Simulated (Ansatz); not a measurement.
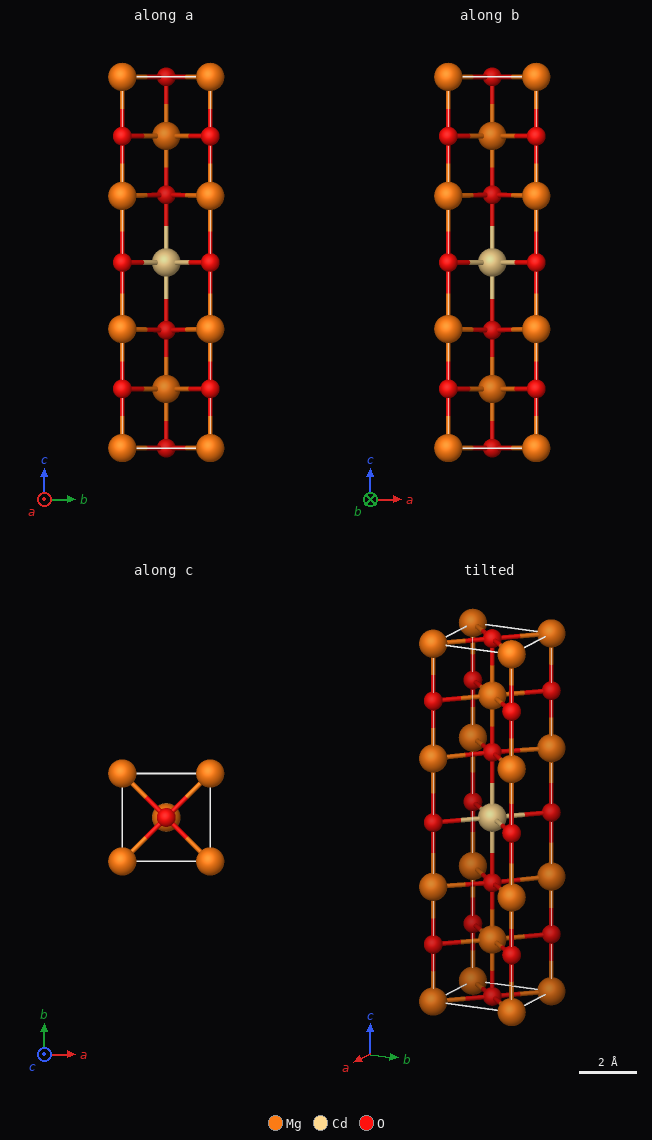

Shown here is a ball-and-stick view of the crystal, taken along the a axis, along the b axis, along the c axis and slightly off an axis. Thin lines show the conventional unit cell, with boundary atoms drawn in all their periodic places.

Lattice parameters: a = 3.1005 Å, b = 3.1005 Å, c = 13.0911 Å, α = 90.000°, β = 90.000°, γ = 90.000°.

> Express the structure as a CIF with its space group and independent sites, with free fractional coordinates to two decimals.

```cif
data_structure
_symmetry_space_group_name_H-M 'P 4/m m m'
_symmetry_Int_Tables_number 123
_cell_length_a 3.1005
_cell_length_b 3.1005
_cell_length_c 13.0911
_cell_angle_alpha 90.000
_cell_angle_beta 90.000
_cell_angle_gamma 90.000
_cell_volume 125.85
loop_
_atom_site_label
_atom_site_type_symbol
_atom_site_symmetry_multiplicity
_atom_site_Wyckoff_symbol
_atom_site_fract_x
_atom_site_fract_y
_atom_site_fract_z
_atom_site_occupancy
Mg1 Mg 1 a 0.00 0.00 0.00 1
Mg2 Mg 2 h 0.50 0.50 0.16 1
Mg3 Mg 2 g 0.00 0.00 0.32 1
Cd1 Cd 1 d 0.50 0.50 0.50 1
O1 O 2 g 0.00 0.00 0.16 1
O2 O 2 h 0.50 0.50 0.32 1
O3 O 1 b 0.00 0.00 0.50 1
O4 O 1 c 0.50 0.50 0.00 1
```

The structure comes from a structure type filled with these elements by a generator (whether the compound takes this form wasn't checked). What is shown is the relaxed result from Ansatz, DFT PBE, scalar-relativistic, plane waves, PAW.
